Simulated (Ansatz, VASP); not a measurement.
# BP: VASP beside Ansatz

One calculation is typed for both programs; each brings its own data sets and cutoff. How far apart do they land?

Calculated with Ansatz 0.2.0; plane waves, with VASP 6.6.1 beside it; band structure at HSE06.

## 1. Set-up

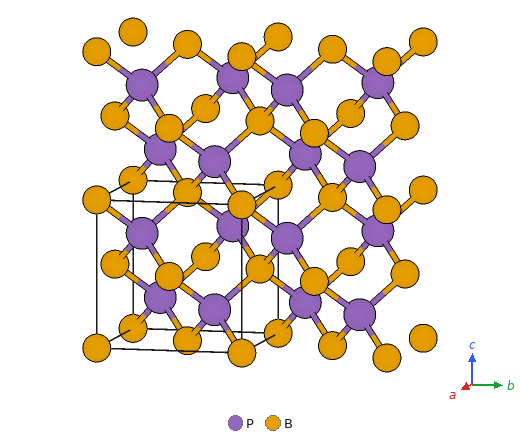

Start, viewed slightly off an axis; phosphorus purple, boron orange. 1×2×2 cells are drawn. This picture shows the conventional cell, with its axes. Bonds to atoms that aren't drawn are left out. Some periodic images of atoms are drawn too.

## 2. Ansatz: band structure, HSE06

Ansatz runs on its default PAW (the set named soft_2) files.

The same path points are solved in both programs, so levels can be compared one by one.

Contents of input.yaml:

```yaml
crystal:
  lattice:
    - [0.0, 2.269, 2.269]
    - [2.269, 0.0, 2.269]
    - [2.269, 2.269, 0.0]
  atoms:
    - { symbol: P, position: [0.75, 0.75, 0.75] }
    - { symbol: B, position: [0.0, 0.0, 0.0] }
hamiltonian:
  xc: { exchange: pbe, correlation: pbe, exx: { coeff: 0.25, omega: 0.2 } }
  pseudopotentials: { kind: paw }
kpoints:
  mp_grid: { grid: [6, 6, 6] }
  band_path:
    path:
      - [0.0, 0.0, 0.0]
      - [0.38889, 0.0, 0.38889]
      - [0.5, 0.0, 0.5]
      - [0.5, 0.22222, 0.72222]
      - [0.40278, 0.34722, 0.75]
      - [0.125, 0.125, 0.25]
      - [0.27778, 0.27778, 0.27778]
      - [0.55556, 0.38889, 0.55556]
      - [0.58333, 0.25, 0.66667]
      - [0.5, 0.30556, 0.69444]
      - [0.48611, 0.48611, 0.52778]
      - [0.625, 0.25, 0.625]
      - [0.5, 0.0, 0.5]
    npoints: 1
scf:
  occupations: { method: gaussian, width: 0.03 }
  n_extra_bands: 7
output:
  forces: true
  stress: true
  eigenvalues: true
```

On the command line:

```console
ansatz run input.yaml --threads 4 --pin off --max-ram 9216MiB --backend cpu --events-out ev --progress --plain --runs-dir out
```

Numbers of over 12 decimals in the logs are rounded to 6 here.

Output:

```text
Warning: output.stress: scf.convergence.dr2_threshold = 1e-7 eV (the SCF's general default) is looser than the 2e-10 eV advised for a printed stress (1e-10 eV for each atom of the cell: 2). What an SCF threshold leaves in a stress goes as its square root, and in the free energy as the threshold itself, and one threshold admits the most on a small cell: [figures from the program's tests cut] Set scf.convergence.dr2_threshold to 2e-10 eV or tighter. The threshold is an SCF's pass mark: one that does not reach it within its budget of iterations ends unconverged, or closes short of it on a stop that the run arms, and scf.convergence.dr2_threshold's page says what that costs each kind of run
Warning: output.stress: scf.exx.energy_threshold = 1e-6 eV is looser than the 2e-8 eV advised for a stress under a hybrid functional (1e-8 eV for each atom of the cell: 2). Every SCF of the exchange loop can meet its threshold on dr2 while the loop round them stops early: no threshold on dr2 bounds what that leaves in the stress. Set scf.exx.energy_threshold to 2e-8 eV or tighter. The threshold is the loop's pass mark: a loop that does not reach it within its budget of cycles ends unconverged, and scf.exx.energy_threshold's page has the law
scf.n_extra_bands = 7 over 4 filled bands (N_el = 8.0): the run solves 11 bands
Engine: ansatz 0.2.0, aarch64-unknown-linux-gnu
Pseudopotentials: kind: paw
Pseudopotential: P, paw, valence charge 5, recommended cutoff 420 eV (normal), P.paw.azcp
Pseudopotential: B, paw, valence charge 3, recommended cutoff 420 eV (normal), B.paw.azcp
Functional definition: unnamed
  parameter a_1 = 0.25
  parameter omega_1 = 0.2/angstrom
  exchange = pbe_x + (-a_1)*pbe_x_sr(omega_1) + a_1*exact_x_sr(omega_1)
  correlation = pbe_c
Crystal: 2 atoms, lattice volume = 23.363 Å³
Basis set: ecut = 420 eV, 459 PW (Γ), exchange–correlation on 48×48×48 points (8 copies of the dense FFT grid, shifted against one another)
Bands: 11, of which v1, the nominal top of the filled ones, is band 4 counted from 1 (3 counted from 0)
Symmetry: 24 space group operations
Space group: F-43m (ITA 216), of the structure as read, at distance tolerance 2.9e-5 Å
k-points: 16 of 216 (time reversal used)
Non-local potential: P, projectors of the file, l = 0: 2, l = 1: 2, l = 2: 2
Non-local potential: B, projectors of the file, l = 0: 2, l = 1: 2, l = 2: 1
PAW form: soft (Blöchl's): semilocal exchange-correlation on the pseudo side does not see the compensation charge
PAW frozen core: P, regenerated for the run's functional, and the local potential with it (the file was generated under x = pbe(κ = 0.804, μ = 0.219515), c = pbe(β = 0.066725))
PAW frozen core: B, regenerated for the run's functional, and the local potential with it (the file was generated under x = pbe(κ = 0.804, μ = 0.219515), c = pbe(β = 0.066725))
PAW one-centre angular grid: P, 110 points (default); XC on 64 Gauss nodes
PAW one-centre angular grid: B, 110 points (default); XC on 64 Gauss nodes
Initial density: superposition of atomic densities (neutral atoms: chi_scale 0, normalization atom), corrected by the library's trained network
Initial wavefunctions: pseudopotential atomic-orbital guess
Functional: x = pbe(κ = 0.804, μ = 0.219515), c = pbe(β = 0.066725), warm-up for x = pbe(κ = 0.804, μ = 0.219515) + 0.25 (exact − pbe) at short range (hse, ω = 0.2 Å⁻¹), c = pbe(β = 0.066725)
SCF iter   1: F=—  HF=-912.425065 eV  |F-HF|=—  |Δ(HF+E_count)|=         —  Δρ=9.70e-4  dr2=6.98e-5  ethr=1.77e-3  ⟨swp⟩=2.0  Hψ=1221  notcnv=0
preconditioner: auto → none  [insulator: Δε(μ)=1.325 eV  Ē_g=16.091 eV  σ=0.030 eV  W_gap=1.00  n_scr=0 (ndim 8)  ℏωp=21.7 eV  f_vac=0.000  D(μ)=0.00/eV (n_scr^D=0)]
SCF iter   2: F=-912.425187 eV  HF=-912.425153 eV  |F-HF|=3.43e-5  |Δ(HF+E_count)|=   8.73e-5  Δρ=4.67e-4  dr2=1.21e-5  ethr=8.72e-7  ⟨swp⟩=2.4  Hψ=260  notcnv=0  defer=2
SCF 1 stopped early in 2 iterations: F = -912.425187 eV  dr2 = 1.21e-5
  greatest PAW one-centre occupation: 0.773 electrons in one spin orbital (limit 2), on the P atom at site 0 (counted from 0), in its partial waves of l = 0
Initial density: handed on by an earlier stage of this run
Initial wavefunctions: those handed on with the density
Functional: x = pbe(κ = 0.804, μ = 0.219515) + 0.25 (exact − pbe) at short range (hse, ω = 0.2 Å⁻¹), c = pbe(β = 0.066725)
Exchange kernel: α = 0.2500, screened, ω = 0.2000 Å⁻¹, Wigner–Seitz truncation, v(0) = 1124.3044 eV·Å³, q-mesh 6×6×6, nearest image of the exchange supercell L = 19.25 Å, pair-density grid 12×12×12, without the augmentation charges, whose exchange is taken in its separable form by FFT convolution over the k-point mesh (sized by the pseudopotential files, 18×18×18 at the most), smooth part of the exact exchange by density-matrix convolution
Frozen-core exchange: fock
SCF iter   1: F=—  HF=-913.118328 eV  |F-HF|=—  |Δ(HF+E_count)|=         —  Δρ=4.39e-3  dr2=2.55e-3  ethr=1.51e-6  ⟨swp⟩=6.8  Hψ=885  notcnv=0
preconditioner: auto → none  [insulator: Δε(μ)=2.032 eV  Ē_g=18.066 eV  σ=0.030 eV  W_gap=1.00  n_scr=0 (ndim 8)  ℏωp=21.7 eV  f_vac=0.000  D(μ)=0.00/eV (n_scr^D=0)]
SCF iter   2: F=—  HF=-913.117305 eV  |F-HF|=—  |Δ(HF+E_count)|=   1.02e-3  Δρ=1.97e-3  dr2=6.00e-4  ethr=1.51e-6  ⟨swp⟩=3.0  Hψ=327  notcnv=0
SCF iter   3: F=—  HF=-913.119157 eV  |F-HF|=—  |Δ(HF+E_count)|=   1.85e-3  Δρ=6.21e-4  dr2=5.11e-5  ethr=1.51e-6  ⟨swp⟩=3.2  Hψ=318  notcnv=0  defer=1
iter 4 solved again at ethr=1.46e-8 eV; its pass at ethr=5.74e-7 eV (dr2=1.17e-6 eV) is discarded
SCF iter   4: F=—  HF=-913.119140 eV  |F-HF|=—  |Δ(HF+E_count)|=   1.74e-5  Δρ=8.44e-5  dr2=4.09e-6  ethr=1.46e-8  ⟨swp⟩=3.1  Hψ=626  notcnv=0
SCF iter   5: F=-913.119160 eV  HF=-913.119160 eV  |F-HF|=5.51e-7  |Δ(HF+E_count)|=   2.04e-5  Δρ=8.13e-5  dr2=1.09e-6  ethr=1.46e-8  ⟨swp⟩=3.4  Hψ=320  notcnv=0
SCF 2 stopped early in 5 iterations: F = -913.119160 eV  dr2 = 1.09e-6
  greatest PAW one-centre occupation: 0.770 electrons in one spin orbital (limit 2), on the P atom at site 0 (counted from 0), in its partial waves of l = 0
hybrid outer 1: dexx = +2.286e-3 eV, tail = 3.39e-6 eV
Exchange kernel: α = 0.2500, screened, ω = 0.2000 Å⁻¹, Wigner–Seitz truncation, v(0) = 1124.3044 eV·Å³, q-mesh 6×6×6, nearest image of the exchange supercell L = 19.25 Å, pair-density grid 12×12×12, without the augmentation charges, whose exchange is taken in its separable form by FFT convolution over the k-point mesh (sized by the pseudopotential files, 18×18×18 at the most), smooth part of the exact exchange by density-matrix convolution
Frozen-core exchange: fock
SCF iter   1: F=—  HF=-913.119152 eV  |F-HF|=—  |Δ(HF+E_count)|=         —  Δρ=2.36e-5  dr2=1.93e-7  ethr=2.12e-7  ⟨swp⟩=4.7  Hψ=449  notcnv=0
preconditioner: auto → none  [insulator: Δε(μ)=2.084 eV  Ē_g=18.074 eV  σ=0.030 eV  W_gap=1.00  n_scr=0 (ndim 8)  ℏωp=21.7 eV  f_vac=0.000  D(μ)=0.00/eV (n_scr^D=0)]
SCF iter   2: F=-913.119152 eV  HF=-913.119152 eV  |F-HF|=4.59e-10  |Δ(HF+E_count)|=   4.76e-8  Δρ=6.48e-6  dr2=6.63e-9  ethr=1.86e-9  ⟨swp⟩=3.0  Hψ=285  notcnv=0
SCF 3 converged in 2 iterations: F = -913.119152 eV  dr2 = 6.63e-9
  Residual-converged pass: ⟨swp⟩=3.2  Hψ=299  notcnv=0  max |occ|·‖R‖ = 2.3e-6 eV (tolerance 2.4e-6 eV)  dr2=6.75e-9  dr2_onsite=1.17e-10  max |Δocc| = 0.0e0
hybrid outer 2: dexx = +2.257e-8 eV, tail = 1.37e-8 eV, Δε = 1.53e-3 eV (about 1.46e-4 eV left of the loop's levels)
NSCF: frozen V_eff on 13 k-points
hybrid SCF converged: 2 outer / 7 inner (+2 warm-up), last move |dexx| = 2.26e-8 eV, tail = 1.37e-8 eV
Stability not checked: this state was not tested for a lower state beside it, because the functional holds exact exchange (a hybrid, or Hartree-Fock), whose exchange loop this test does not read (fock_operator; see scf.lower_state_search)
Free energy (F): -913.119152 eV
Frozen-core exchange: fock
Harris-Foulkes:  -913.119152 eV  (|F-HF|=4.59e-10)
Internal energy: -913.119152 eV  (E = F + TS)
E sigma→0 (E₀):  -913.119152 eV
Fermi energy:    9.884044 eV
--- Per-component energies (eV) ---
  E_band       = 13.428233
  E_kinetic    = 121.519193
  E_local      = -66.955023  (includes V_loc(G=0)·N_el)
  E_nonlocal   = 44.254973
  E_hartree    = 17.022877
  E_xc         = -77.326189
  E_vxc        = -81.463762  (∫ρ·V_xc dr)
  E_exx        = -13.857261  (= α·E_x^exact, valence–valence)
  E_paw        = -652.197929  (= ΣΔE_a)
  E_vpaw       = -10.258443  (= ΣTr[D̂ρ^β])
  E_aug_tail   = 0.000001  (compensation charges beyond the density's cutoff)
  E_ewald      = -285.491518
  E_core_change = -0.088275  (= ΣΔE_core)
  E_smearing   = -0.000000  (= −TS)
  E_closure    = -0.000001  (closes the sum)
  Σ components = -913.119152   (vs F -913.119152, Δ=0.00e0)
--- Forces (eV/Å), atoms counted from 1 ---
  atom   1  P      0.00000000     0.00000000    -0.00000000
  atom   2  B     -0.00000000     0.00000000     0.00000000
  max |Σ_I F_I| component: 3.52e-16 eV/Å
--- Stress (GPa, compression-positive) ---
       -1.506421      -0.000000      -0.000000
       -0.000000      -1.506421       0.000000
       -0.000000       0.000000      -1.506421
  P = ⅓ Tr σ = -1.5064 GPa (-15.064 kbar)
--- Band table (eV; the first three rows and the last of 16) ---
  k-point 0: bands = [-8.2541, 8.8423, 8.8423, 8.8423, 13.2030, 13.2030, 13.2030, 17.5540, ... 3 higher]
  k-point 1: bands = [-7.7076, 5.7583, 8.1335, 8.1335, 13.8383, 14.1722, 14.1722, 18.8973, ... 3 higher]
  k-point 2: bands = [-6.1477, 1.4092, 7.2365, 7.2365, 13.7207, 14.7522, 14.7522, 20.2976, ... 3 higher]
  k-point 15: bands = [-2.6382, -0.3505, 3.0497, 3.1857, 13.5942, 14.2408, 19.3601, 20.0245, ... 3 higher]
```

The job ended after 12 s (4 threads of Arm Neoverse V2, shared host; peak memory 0.59 GiB).

## 3. VASP: band structure, HSE06

The same cell, functional, mesh and smearing now go to VASP, with its own data sets and cutoff.

Lines of VASP's logs that name or quote its potential files are left out, and so is its time.

Contents of INCAR:

```
SYSTEM = BP
PREC = Accurate
ENCUT = 370
EDIFF = 1E-06
NELM = 100
ISMEAR = 0
SIGMA = 0.03
LREAL = .FALSE.
ALGO = Normal
LHFCALC = .TRUE.
AEXX = 0.25
GGA = PE
HFSCREEN = 0.2
LASPH = .TRUE.
NBANDS = 10
PRECFOCK = Fast
LORBIT = 11
LWAVE = .FALSE.
LCHARG = .FALSE.
KPAR = 4
```

Contents of POSCAR:

```
BP
1.0
    0.0000000000      2.2690000000      2.2690000000
    2.2690000000      0.0000000000      2.2690000000
    2.2690000000      2.2690000000      0.0000000000
P B
1 1
Direct
    0.7500000000      0.7500000000      0.7500000000
    0.0000000000      0.0000000000      0.0000000000
```

Contents of KPOINTS:

```
Automatic mesh
0
Gamma
6 6 6
0 0 0
```

Contents of KPOINTS_OPT:

```
Line mode
10
Line-mode
Reciprocal
  0.00000000   0.00000000   0.00000000 GAMMA
  0.50000000   0.00000000   0.50000000 X

  0.50000000   0.00000000   0.50000000 X
  0.50000000   0.25000000   0.75000000 W

  0.50000000   0.25000000   0.75000000 W
  0.37500000   0.37500000   0.75000000 K

  0.37500000   0.37500000   0.75000000 K
  0.00000000   0.00000000   0.00000000 GAMMA

  0.00000000   0.00000000   0.00000000 GAMMA
  0.50000000   0.50000000   0.50000000 L

  0.50000000   0.50000000   0.50000000 L
  0.62500000   0.25000000   0.62500000 U

  0.62500000   0.25000000   0.62500000 U
  0.50000000   0.25000000   0.75000000 W

  0.50000000   0.25000000   0.75000000 W
  0.50000000   0.50000000   0.50000000 L

  0.50000000   0.50000000   0.50000000 L
  0.37500000   0.37500000   0.75000000 K

  0.62500000   0.25000000   0.62500000 U
  0.50000000   0.00000000   0.50000000 X
```

PAW data sets: P and B (PBE family, release 64).

On the command line:

```console
mpirun -np 4 vasp_std
```

Output:

```text
[banner, memory and clock lines left out]
running    4 mpi-ranks, on    1 nodes
 distrk:  each k-point on    1 cores,    4 groups
 distr:  one band on    1 cores,    1 groups

 POSCAR found type information on POSCAR P B
 POSCAR found :  2 types and       2 ions
 LDA part: xc-table for (Slater+PW92), standard interpolation
 found WAVECAR, reading the header
 POSCAR, INCAR and KPOINTS ok, starting setup
 FFT: planning ... GRIDC
 FFT: planning ... GRID_SOFT
 FFT: planning ... GRID
 reading WAVECAR
 the WAVECAR file was read successfully
 initial charge from wavefunction
 entering main loop
       N       E                     dE             d eps       ncg     rms          rms(c)
DAV:   1    -0.148536592667E+02   -0.14854E+02   -0.65989E-01   332   0.648E+00    0.298E+00
DAV:   2    -0.148571259151E+02   -0.34666E-02   -0.12107E-02   366   0.771E-01    0.195E+00
DAV:   3    -0.148561375242E+02    0.98839E-03   -0.53317E-04   374   0.163E-01    0.110E+00
DAV:   4    -0.148557757490E+02    0.36178E-03   -0.12488E-04   364   0.801E-02    0.616E-01
DAV:   5    -0.148556568455E+02    0.11890E-03   -0.37516E-05   368   0.484E-02    0.345E-01
DAV:   6    -0.148556165499E+02    0.40296E-04   -0.13395E-05   394   0.293E-02    0.193E-01
DAV:   7    -0.148556042673E+02    0.12283E-04   -0.43993E-06   364   0.167E-02    0.109E-01
DAV:   8    -0.148556003393E+02    0.39280E-05   -0.15116E-06   248   0.987E-03    0.617E-02
DAV:   9    -0.148555991170E+02    0.12222E-05   -0.65551E-07   180   0.638E-03    0.341E-02
DAV:  10    -0.148555988133E+02    0.30375E-06   -0.22600E-07   184   0.364E-03
   1 F= -.14855599E+02 E0= -.14855599E+02  d E =-.300216E-17
 Start KPOINTS_OPT (optional k-point list driver)
k-point batch [1-16\100]
       N       E                     dE             ncg
DAV:   1     0.359018843065E+03   -0.33606E+04      320
DAV:   2     0.495279356670E+02   -0.30949E+03      440
DAV:   3     0.323549388700E+02   -0.17173E+02      424
DAV:   4     0.322213527829E+02   -0.13359E+00      436
DAV:   5     0.322208043105E+02   -0.54847E-03      450
DAV:   6     0.322208012083E+02   -0.31022E-05      434
DAV:   7     0.322208011926E+02   -0.15718E-07      458
[...]
k-point batch [97-100\100]
       N       E                     dE             ncg
DAV:   1     0.377910104391E+04   -0.12507E+04       80
DAV:   2     0.371392336552E+04   -0.65178E+02      112
DAV:   3     0.371174877574E+04   -0.21746E+01      118
DAV:   4     0.371173526214E+04   -0.13514E-01      128
DAV:   5     0.371173518673E+04   -0.75411E-04      112
DAV:   6     0.371173518639E+04   -0.33629E-06      120
```

[end of part 1 of 2]

[Lines on the potential files, build, host, timing and source positions are cut from VASP's logs without a mark.]

[Logs are printed without paths, hosts, clocks, repeated set-up lines and the standing remarks that a program may print on its own settings, such as how far it seeks lower states.]

[Hosts, paths, dates, database ids (printed as entryN), source tags and the programs' standing remarks are cut or masked in the printed files.]
